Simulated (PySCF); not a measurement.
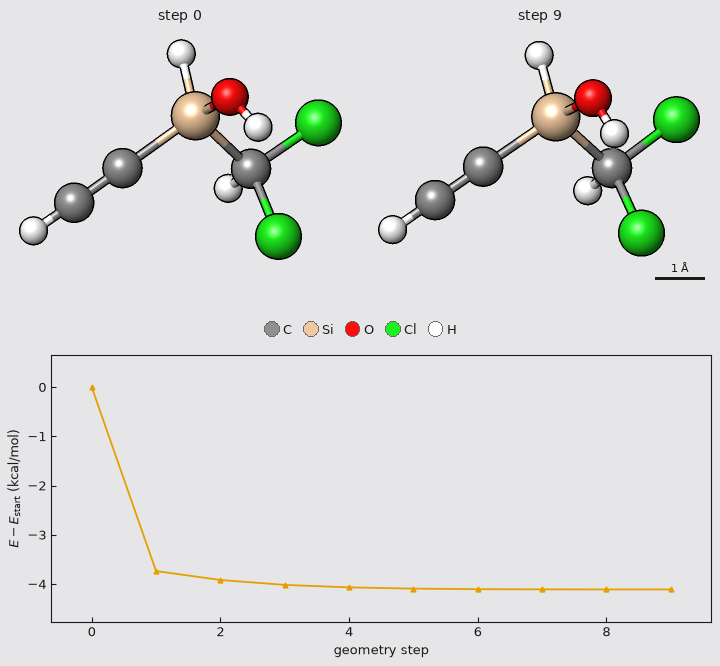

First and last geometry of a relaxation of C3H4Cl2OSi, with the history of the run. Style: ball-and-stick. Shown from a free direction.

The start comes from GFN2-xTB. Its atoms were then displaced at random by about 0.01 Å.

The calculation used PySCF, PBE0-D3(BJ)/def2-SVP geometry optimisation, gas phase. 

> What do the curves and the structures tell?

It converged. The atom that moves furthest after the best rigid fit is an H atom (0.15 Å). By element the largest moves are H 0.15 Å, Cl 0.12 Å, O 0.07 Å, C 0.06 Å, Si 0.03 Å. Some distances before and after: O–Si 1.595 → 1.650 Å, C–H 1.029 → 1.076 Å, C–Si 1.865 → 1.833 Å, C–Cl 1.770 → 1.792 Å. Among the angles between lasting bonds that change: Si–O–H 121.1° → 115.7°, C–Si–H 113.7° → 110.9°, C–Si–C 103.1° → 105.6°. The energy falls by 4.11 kcal/mol in 9 geometry steps.
